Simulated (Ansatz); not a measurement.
**C2H4F2 (1,2-difluoroethane) at B3LYP/6-31G(d) (Cartesian functions)**

Aim: the vertical electron affinity of C2H4F2 (1,2-difluoroethane) at B3LYP/6-31G* (Cartesian functions), from 2 runs. 

Program for the calculation: Ansatz 0.2.0.

28 further runs of the same task are left out: 28 set aside as unsound or not needed.

### 1 Starting point

C2H4F2: 8 atoms, total charge 0, spin state singlet. As SMILES, `FCCF`. The coordinates come from a PBE0-D4/def2-TZVP relaxation. This is one conformer, not always the lowest.

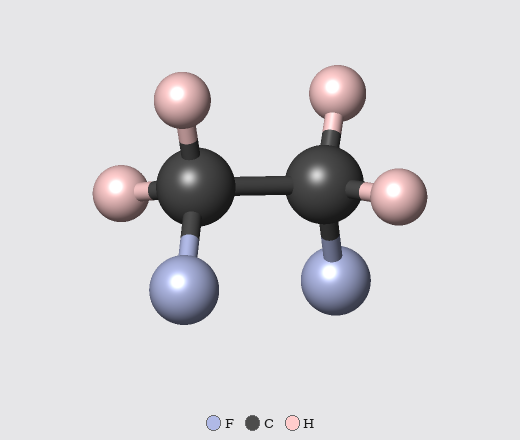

Viewed from a chosen angle; fluorine light blue, carbon dark grey, hydrogen pink.

### 2 A single-point energy at B3LYP/6-31G(d) (Cartesian functions)

File in.yaml:

```yaml
crystal:
  periodic: [false, false, false]
  atoms:
    - {symbol: F, position_ang: [-1.312370, 0.775570, 0.874010]}
    - {symbol: C, position_ang: [-0.115750, 0.716060, 0.193200]}
    - {symbol: C, position_ang: [0.217900, -0.696080, -0.177380]}
    - {symbol: F, position_ang: [-0.618130, -1.153280, -1.172850]}
    - {symbol: H, position_ang: [-0.201180, 1.337840, -0.702830]}
    - {symbol: H, position_ang: [0.670250, 1.117960, 0.841860]}
    - {symbol: H, position_ang: [1.248900, -0.742470, -0.544780]}
    - {symbol: H, position_ang: [0.110390, -1.355610, 0.688780]}
basis:
  gaussian:
    orbitals: "6-31G*"
hamiltonian:
  xc: {name: B3LYP}
accuracy: high
output: {orbitals: {seedname: orbitals}}
```

Started as:

```
$ ansatz run in.yaml --threads 1 --pin off --max-ram 3480MiB --events-out events.jsonl --progress --plain --runs-dir runs
```

The program printed:

```text
Warning: RAYON_NUM_THREADS=1 ignored (pool sized by the plan → 1); use --threads N
Functional definition: B3LYP
  name "B3LYP"
  parameter a0 = 0.2
  parameter ax = 0.72
  parameter ac = 0.81
  exchange = (1 - a0 - ax)*slater_x + ax*b88_x + a0*exact_x
  correlation = (1 - ac)*vwn_rpa_c + ac*lyp_c
1549 factors; integrals over basis functions are off by at most 3.4e-9 eV
mean field evaluation 1: about -7570.1241 eV, gradient 3.3e1 eV
mean field evaluation 2: about -7570.2111 eV, gradient 3.4e1 eV
mean field evaluation 4: about -7572.2241 eV, gradient 1.8e0 eV
mean field evaluation 8: about -7572.3383 eV, gradient 9.0e-2 eV
mean field evaluation 16: about -7572.3384 eV, gradient 5.1e-6 eV
mean field -7572.33836336 eV, -278.2783021383 hartree, gradient 2.1e-8 eV, S^2 0.000000; 0 other end points of the search recorded, 0 dependent functions left out
reference -7572.33839059 eV, -278.2783031390 hartree; 17, 17 occupied and 51, 51 virtual orbitals, 1549 factors
Total energy: -7572.33839059 eV, -278.2783031390 hartree
```

It took 1.7 s on 1 thread of AMD EPYC 9R45 (Zen 5), shared host; peak memory 0.21 GiB.

### 3 The doublet anion, same level

File job.yaml:

```yaml
crystal:
  periodic: [false, false, false]
  atoms:
    - symbol: F
      position_ang: [-1.312370, 0.775570, 0.874010]
    - symbol: C
      position_ang: [-0.115750, 0.716060, 0.193200]
    - symbol: C
      position_ang: [0.217900, -0.696080, -0.177380]
    - symbol: F
      position_ang: [-0.618130, -1.153280, -1.172850]
    - symbol: H
      position_ang: [-0.201180, 1.337840, -0.702830]
    - symbol: H
      position_ang: [0.670250, 1.117960, 0.841860]
    - symbol: H
      position_ang: [1.248900, -0.742470, -0.544780]
    - symbol: H
      position_ang: [0.110390, -1.355610, 0.688780]
basis:
  gaussian:
    orbitals: "6-31G*"
total_charge: -1
magnetization:
  spin_polarized: true
  initial_magnetization: 1
hamiltonian:
  xc: {name: B3LYP}
accuracy: high
output: {orbitals: {seedname: orbitals}}
```

Started as:

```
$ ansatz run job.yaml --threads 1 --pin off --max-ram 3480MiB --events-out events.jsonl --progress --plain --runs-dir runs
```

The program printed, shortened:

```text
Warning: RAYON_NUM_THREADS=1 ignored (pool sized by the plan → 1); use --threads N
[... 7 set-up lines as earlier in the session ...]
1552 factors; integrals over basis functions are off by at most 3.4e-9 eV
mean field evaluation 1: about -7565.7162 eV, gradient 2.0e1 eV
mean field evaluation 2: about -7565.2795 eV, gradient 2.5e1 eV
mean field evaluation 4: about -7567.3303 eV, gradient 4.2e-1 eV
mean field evaluation 8: about -7567.5017 eV, gradient 3.2e-2 eV
mean field evaluation 16: about -7567.5017 eV, gradient 1.5e-3 eV
mean field evaluation 32: about -7567.3689 eV, gradient 1.4e0 eV
mean field -7567.50171256 eV, -278.1005584996 hartree, gradient 7.5e-8 eV, S^2 0.751364; 5 other end points of the search recorded, 0 dependent functions left out
reference -7567.50174235 eV, -278.1005595945 hartree; 18, 17 occupied and 50, 51 virtual orbitals, 1552 factors
Total energy: -7567.50174235 eV, -278.1005595945 hartree
```

Wall time 5.4 s (1 thread of AMD EPYC 9R45 (Zen 5), shared host); peak memory 0.29 GiB.

### 4 Summary of results

Level: B3LYP/6-31G* (Cartesian functions).

| quantity | value |
| --- | --- |
| singlet C2H4F2: total energy | -278.27830 Eh |
| singlet C2H4F2: HOMO energy | -8.79 eV |
| singlet C2H4F2: LUMO energy | 2.60 eV |
| singlet C2H4F2: HOMO–LUMO gap | 11.38 eV |
| doublet anion: total energy | -278.10056 Eh |
| doublet anion: HOMO energy (highest over α and β) | 7.08 eV |
| doublet anion: LUMO energy (lowest over α and β) | 8.79 eV |
| doublet anion: ⟨S²⟩ | 0.751 |
| vertical electron affinity (to the doublet anion) | -4.837 eV |

**Reading.** The anion lies 4.84 eV (112 kcal/mol) above the neutral: the electron isn't bound at this level, and such a value depends on the basis. Without diffuse functions anions come out too high. The HOMO (doublet anion) lies at positive energy, 7.08 eV; only total energies tell whether the electron is bound.
